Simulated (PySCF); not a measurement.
# Two runs on C4H5P

System: C4H5P.
Method of run A: GIAO PBE0/cc-pVDZ NMR shielding, non-relativistic, gas phase (PySCF 2.14.0).

The geometry comes from this level: PBE0-D3(BJ)/def2-SVP. Text and figures count atoms from 1; the logs count them from 0 in places.

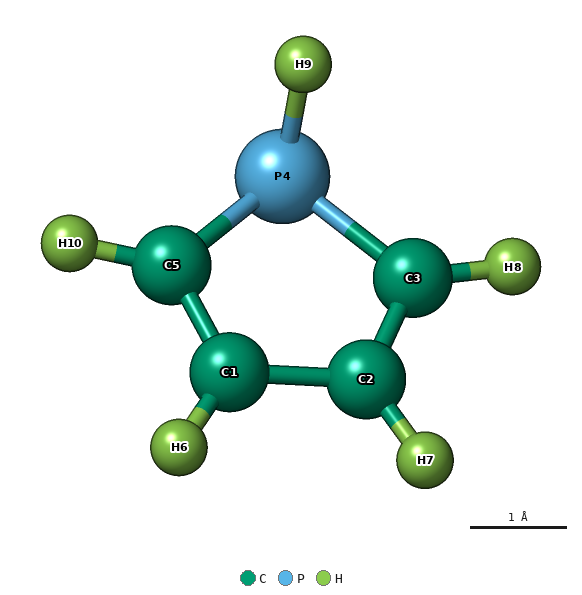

**Figure 1.** The structure as given in the input (ball-and-stick view, seen at a tilt; atoms are numbered from 1 in the order of the input).

Input file, run A:
```
{"job": {"kind": "nmr", "xc": "PBE0", "basis": "cc-pVDZ", "pop": true}, "charge": 0, "multiplicity": 1}
C     -0.300814    -1.000333     0.397340
C      1.054703    -0.574349     0.090855
C      1.161738     0.733915    -0.254781
P     -0.480831     1.461084    -0.422376
C     -1.231188    -0.017994     0.287659
H     -0.535698    -2.028192     0.687561
H      1.904589    -1.261001     0.136210
H      2.091059     1.234316    -0.531310
H     -0.511597     2.358248     0.687420
H     -2.300430    -0.146078     0.463280
```

The first line tells a small driver script what to run in PySCF; the rest is the geometry in Å.

Command:
```bash
OMP_NUM_THREADS=1 python <driver script> task.json out
```

Hardware: 1 CPU thread, shared host.

Output (run A):
```
coarse grid: 9072 points
cycle   1  E = -496.3952816996  dE =  7.145e-01  |g| = 3.219e-01  |ddm| = 6.046e+00
cycle   2  E = -496.3770549205  dE =  1.823e-02  |g| = 4.068e-01  |ddm| = 1.330e+00
cycle   3  E = -496.4254180062  dE = -4.836e-02  |g| = 4.233e-02  |ddm| = 7.366e-01
cycle   4  E = -496.4256885875  dE = -2.706e-04  |g| = 3.490e-02  |ddm| = 1.244e-01
cycle   5  E = -496.4260234595  dE = -3.349e-04  |g| = 5.605e-03  |ddm| = 5.250e-02
cycle   6  E = -496.4260329085  dE = -9.449e-06  |g| = 9.888e-04  |ddm| = 1.314e-02
final grid: 83624 points
cycle   7  E = -496.4373796786  dE = -1.169e-05  |g| = 7.343e-03  |ddm| = 5.649e-02
cycle   8  E = -496.4373656350  dE =  1.404e-05  |g| = 9.885e-03  |ddm| = 3.126e-02
cycle   9  E = -496.4373953305  dE = -2.970e-05  |g| = 1.157e-03  |ddm| = 1.867e-02
cycle  10  E = -496.4373957006  dE = -3.700e-07  |g| = 3.169e-04  |ddm| = 1.999e-03
cycle  11  E = -496.4373957271  dE = -2.654e-08  |g| = 3.761e-05  |ddm| = 4.840e-04
cycle  12  E = -496.4373957275  dE = -3.499e-10  |g| = 1.553e-05  |ddm| = 9.614e-05
converged SCF energy = -496.4373957275

GIAO shielding tensors (ppm)
atom      isotropic    diamagn.    paramagn.     s11        s22        s33       span
  0 C       58.251     252.050    -193.799    -36.980     54.711    157.023    194.003
  1 C       58.243     251.982    -193.739    -37.014     54.716    157.026    194.040
  2 C       62.768     256.263    -193.495    -37.794     50.992    175.107    212.901
  3 P      442.150     970.600    -528.450    375.913    440.458    510.080    134.167
  4 C       62.780     256.141    -193.361    -37.779     51.027    175.091    212.870
  5 H       24.120      30.404      -6.284     21.937     22.877     27.547      5.610
  6 H       24.118      30.247      -6.128     21.935     22.876     27.544      5.609
  7 H       24.396      30.531      -6.134     21.876     25.055     26.258      4.383
  8 H       26.067      28.877      -2.810     21.385     23.743     33.074     11.689
  9 H       24.396      30.722      -6.326     21.876     25.055     26.258      4.382
```

The input of run B differs as follows (lines with − go, lines with + come):
```diff
-"basis": "cc-pVDZ"
+"basis": "aug-cc-pVDZ"
```

How does run B compare with run A?

The total energy of run B is 5.4 kcal/mol lower, which measures the change of basis and not a stability. The HOMO goes from −6.67 to −6.80 eV. The LUMO goes from −1.04 to −1.25 eV. The dipole moment goes from 0.75 to 0.82 D. Of all shieldings, the largest change is that of C3 and C5, by −1.6 ppm. Diffuse functions give room to the loosely bound empty orbitals, which lowers the LUMO. The number of SCF iterations is the same. The basis functions go from 99 to 164.

Output (run B):
```
coarse grid: 9072 points
cycle   1  E = -496.4022265783  dE =  7.109e-01  |g| = 3.308e-01  |ddm| = 1.045e+01
cycle   2  E = -496.3760663531  dE =  2.616e-02  |g| = 4.435e-01  |ddm| = 2.605e+00
cycle   3  E = -496.4340953863  dE = -5.803e-02  |g| = 4.243e-02  |ddm| = 1.220e+00
cycle   4  E = -496.4343465927  dE = -2.512e-04  |g| = 3.630e-02  |ddm| = 1.619e-01
cycle   5  E = -496.4347125370  dE = -3.659e-04  |g| = 5.668e-03  |ddm| = 9.503e-02
cycle   6  E = -496.4347222209  dE = -9.684e-06  |g| = 9.746e-04  |ddm| = 1.929e-02
final grid: 83624 points
cycle   7  E = -496.4460460705  dE = -1.472e-05  |g| = 7.331e-03  |ddm| = 1.979e-01
cycle   8  E = -496.4460300009  dE =  1.607e-05  |g| = 1.020e-02  |ddm| = 4.965e-02
cycle   9  E = -496.4460616377  dE = -3.164e-05  |g| = 1.151e-03  |ddm| = 2.735e-02
cycle  10  E = -496.4460620015  dE = -3.639e-07  |g| = 3.394e-04  |ddm| = 3.090e-03
cycle  11  E = -496.4460620316  dE = -3.013e-08  |g| = 5.053e-05  |ddm| = 1.090e-03
cycle  12  E = -496.4460620323  dE = -6.191e-10  |g| = 2.021e-05  |ddm| = 2.276e-04
converged SCF energy = -496.4460620323

GIAO shielding tensors (ppm)
atom      isotropic    diamagn.    paramagn.     s11        s22        s33       span
  0 C       57.629     206.940    -149.311    -38.278     53.208    157.956    196.234
  1 C       57.622     206.566    -148.944    -38.312     53.219    157.959    196.272
  2 C       61.200     236.569    -175.369    -40.278     49.349    174.527    214.805
  3 P      442.986     971.430    -528.444    383.409    441.093    504.456    121.047
  4 C       61.209     236.685    -175.476    -40.261     49.383    174.506    214.767
  5 H       23.894      33.156      -9.262     21.791     22.637     27.255      5.464
  6 H       23.893      33.199      -9.306     21.789     22.636     27.253      5.464
  7 H       24.185      37.541     -13.357     21.611     24.813     26.129      4.518
  8 H       25.966      23.060       2.906     21.453     23.873     32.573     11.119
  9 H       24.184      37.479     -13.295     21.612     24.813     26.128      4.517
```

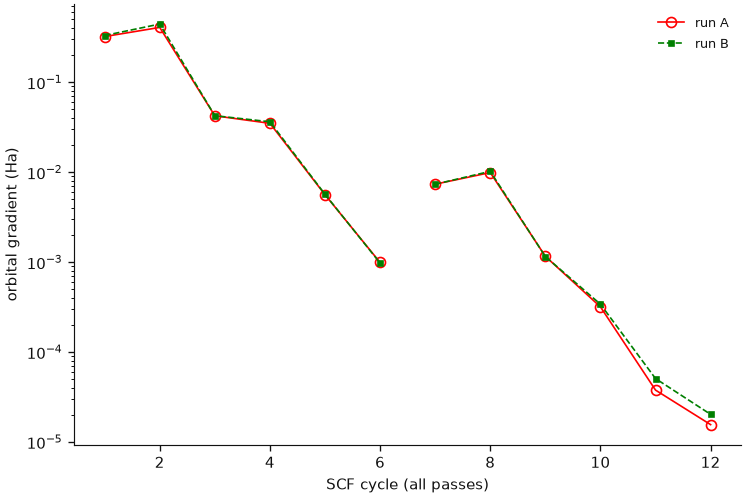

**Figure 2.** Convergence of the two runs: orbital gradient against the SCF cycle. A break in a curve parts two SCF passes (coarse and final grid). Run A takes 12 cycles in all, and run B takes 12.

The two runs side by side:

| quantity | run A | run B |
| --- | --- | --- |
| outcome | converged | converged |
| total energy (hartree) | −496.437396 | −496.446062 |
| HOMO (eV) | −6.67 | −6.80 |
| LUMO (eV) | −1.04 | −1.25 |
| dipole moment (D) | 0.75 | 0.82 |
| shielding of C1 (ppm) | 58.3 | 57.6 |
| shielding of C2 (ppm) | 58.2 | 57.6 |
| shielding of C3 (ppm) | 62.8 | 61.2 |
| shielding of P4 (ppm) | 442.2 | 443.0 |
| shielding of C5 (ppm) | 62.8 | 61.2 |
| shielding of H6 (ppm) | 24.1 | 23.9 |
| shielding of H7 (ppm) | 24.1 | 23.9 |
| SCF iterations | 12 | 12 |
| basis functions | 99 | 164 |
| wall time (shared host) | 5.2 s | 9.8 s |
